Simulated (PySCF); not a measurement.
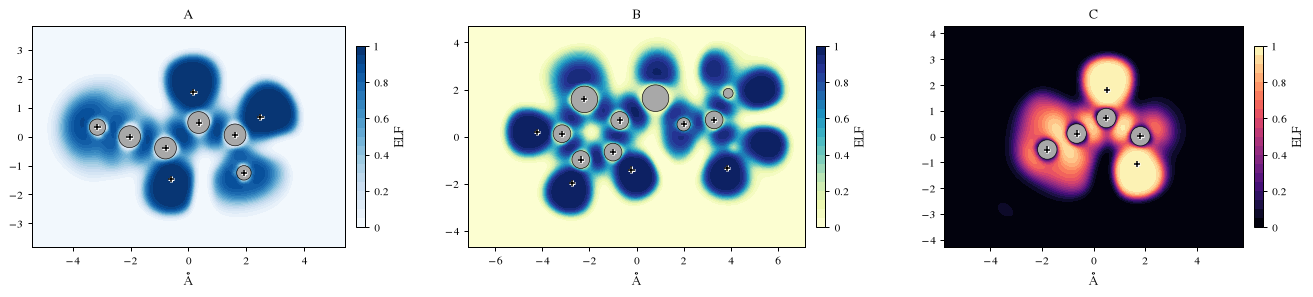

The electron localisation function of 3 systems, each on a plane through atoms (crosses mark nuclei in the plane; grey discs cover the cores).

The calculation used PySCF 2.14.0, PBE0/pcSseg-1, SCF density, gas phase, non-relativistic.

System 1: C$_{4}$H$_{3}$FO, the molecular plane. Geometry: GFN2-xTB.

```
atom    x (Å)    y (Å)    z (Å)
   O   3.1102   0.2006  -0.5325
   C   2.0262   0.0730  -0.1391
   C   0.8191  -0.0766   0.3231
   C  -0.3900   0.1190  -0.4460
   C  -1.6124  -0.0416   0.0503
   F  -1.8203  -0.4057   1.3313
   H   0.7066  -0.3682   1.3573
   H  -0.2914   0.4110  -1.4788
   H  -2.5344   0.0944  -0.4907
```

System 2: C$_{4}$H$_{7}$BCl$_{2}$Si (SMILES CC=C=C[SiH2]B(Cl)Cl), the plane of atoms C1, C2 and H12. Geometry: GFN2-xTB.

```yaml
atoms:
  - { symbol: C, position_ang: [-1.3346, 2.0643, 0.7193] }
  - { symbol: C, position_ang: [-1.5338, 0.5843, 0.5775] }
  - { symbol: C, position_ang: [-0.6305, -0.3043, 0.8550] }
  - { symbol: C, position_ang: [0.3135, -1.1738, 1.0530] }
  - { symbol: Si, position_ang: [1.5076, -1.7341, -0.3060] }
  - { symbol: B, position_ang: [1.2675, -0.5595, -1.8952] }
  - { symbol: Cl, position_ang: [2.5251, 0.4545, -2.4950] }
  - { symbol: Cl, position_ang: [-0.2493, -0.4516, -2.7033] }
  - { symbol: H, position_ang: [-2.0468, 2.4749, 1.4348] }
  - { symbol: H, position_ang: [-0.3257, 2.2879, 1.0577] }
  - { symbol: H, position_ang: [-1.5030, 2.5534, -0.2402] }
  - { symbol: H, position_ang: [-2.5108, 0.2678, 0.2343] }
  - { symbol: H, position_ang: [0.4306, -1.6195, 2.0321] }
  - { symbol: H, position_ang: [1.2235, -3.1539, -0.5748] }
  - { symbol: H, position_ang: [2.8624, -1.6825, 0.2649] }
```

System 3: C$_{7}$H$_{9}$OSSi (charge −1), the plane of atoms C9, C8 and H18. Geometry: GFN2-xTB.

```json
{"atom": "C", "x (Å)": "-2.9520", "y (Å)": "-1.1506", "z (Å)": "-0.8766"}
{"atom": "C", "x (Å)": "-2.2908", "y (Å)": "-0.1503", "z (Å)": "-0.2904"}
{"atom": "C", "x (Å)": "-3.0146", "y (Å)": "1.0554", "z (Å)": "0.2694"}
{"atom": "O", "x (Å)": "-0.9915", "y (Å)": "-0.0915", "z (Å)": "-0.1277"}
{"atom": "Si", "x (Å)": "0.1441", "y (Å)": "-1.2086", "z (Å)": "-0.7779"}
{"atom": "C", "x (Å)": "1.7024", "y (Å)": "-0.4847", "z (Å)": "-0.0884"}
{"atom": "C", "x (Å)": "2.0963", "y (Å)": "0.8195", "z (Å)": "0.0899"}
{"atom": "C", "x (Å)": "3.4840", "y (Å)": "1.0092", "z (Å)": "0.2091"}
{"atom": "C", "x (Å)": "4.1906", "y (Å)": "-0.1443", "z (Å)": "0.0738"}
{"atom": "S", "x (Å)": "3.1273", "y (Å)": "-1.4952", "z (Å)": "-0.2020"}
{"atom": "H", "x (Å)": "-2.4238", "y (Å)": "-1.9922", "z (Å)": "-1.2829"}
{"atom": "H", "x (Å)": "-4.0231", "y (Å)": "-1.1273", "z (Å)": "-0.9826"}
{"atom": "H", "x (Å)": "-4.0901", "y (Å)": "0.9628", "z (Å)": "0.1368"}
{"atom": "H", "x (Å)": "-2.6660", "y (Å)": "1.9575", "z (Å)": "-0.2341"}
{"atom": "H", "x (Å)": "-2.7903", "y (Å)": "1.1600", "z (Å)": "1.3310"}
{"atom": "H", "x (Å)": "-0.0895", "y (Å)": "-2.3926", "z (Å)": "0.0929"}
{"atom": "H", "x (Å)": "1.3757", "y (Å)": "1.6187", "z (Å)": "0.1629"}
{"atom": "H", "x (Å)": "3.9498", "y (Å)": "1.9687", "z (Å)": "0.3920"}
{"atom": "H", "x (Å)": "5.2516", "y (Å)": "-0.3051", "z (Å)": "0.1125"}
```

Q: Which map belongs to which system?

A: Panel A is system 1, C$_{4}$H$_{3}$FO: the plane holds O, C, F and H. C–O (1.16 Å): the ELF peaks at about 0.85 between the atoms; a short, multiple covalent bond. Panel B is system 3, C$_{7}$H$_{9}$OSSi: the plane holds C, O, S and H. C–O (1.31 Å): the ELF peaks at about 0.90 between the atoms; a shared but strongly polarised pair. Panel C is system 2, C$_{4}$H$_{7}$BCl$_{2}$Si: the plane holds C and H. C–C (1.30 Å): the ELF peaks at about 0.90 between the atoms (a multiple bond).
